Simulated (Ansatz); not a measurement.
System: CH5ClSn.

Input file:

```
crystal:
  periodic: [false, false, false]
  atoms:
    - { symbol: Sn, position_ang: [0.0, 0.0, 0.0] }
    - { symbol: Cl, position_ang: [0.0, 0.0, 2.41] }
    - { symbol: H, position_ang: [1.6408, 0.0, -0.5794] }
    - { symbol: H, position_ang: [-0.8195, 1.4198, -0.5794] }
    - { symbol: C, position_ang: [-1.0126, -1.7544, -0.716] }
    - { symbol: H, position_ang: [-1.5123, -2.2661, 0.1329] }
    - { symbol: H, position_ang: [-1.7727, -1.4617, -1.4701] }
    - { symbol: H, position_ang: [-0.2768, -2.4431, -1.1811] }
basis:
  gaussian: { orbitals: def2-SVP }
hamiltonian:
  xc: revpbe
  dispersion: d4
relax:
  f_tol: 0.02
  max_steps: 40
output:
  orbitals: {}
```

Launched as:

```sh
ansatz run input.yaml --threads 2 --pin off --max-ram 3072MiB --backend cpu --events-out ev --progress --plain --runs-dir out
```

The fields are those of the relaxed geometry.

Core potentials replace the inner electrons of Sn.

All numbers below come from RKS revPBE-D4/def2-SVP (Ansatz 0.2.0).

**What can the converged electron density and electron localisation function tell about the bonding?**

C–Sn (2.17 Å): the density is about 0.66 e/Å³ at the midpoint; the ELF peaks at about 0.90 in the valence shell of C, 0.8 Å from its nucleus, and drops to about 0.20 between the two atoms.
Sn–Cl (2.39 Å): the density is about 0.5 e/Å³ at the midpoint; the ELF peaks at about 0.85 in the valence shell of Cl, 0.8 Å from its nucleus, and drops to about 0.15 between the two atoms.
C–H (1.11 Å): ρ at the midpoint is about 1.9 e/Å³; the ELF climbs to about 1 towards the hydrogen, as it does in any bond to H: an ordinary covalent bond to hydrogen.

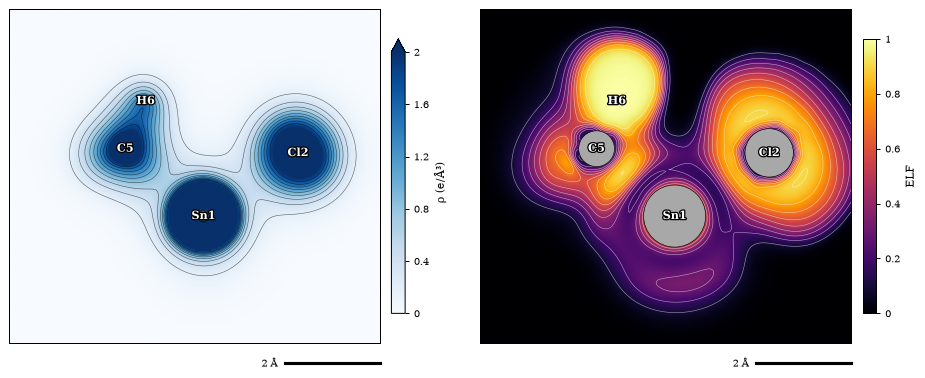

Computed electron density and electron localisation function on the plane of atoms Cl2, Sn1 and C5, in this order. Grey discs cover the atomic cores in the ELF map. 
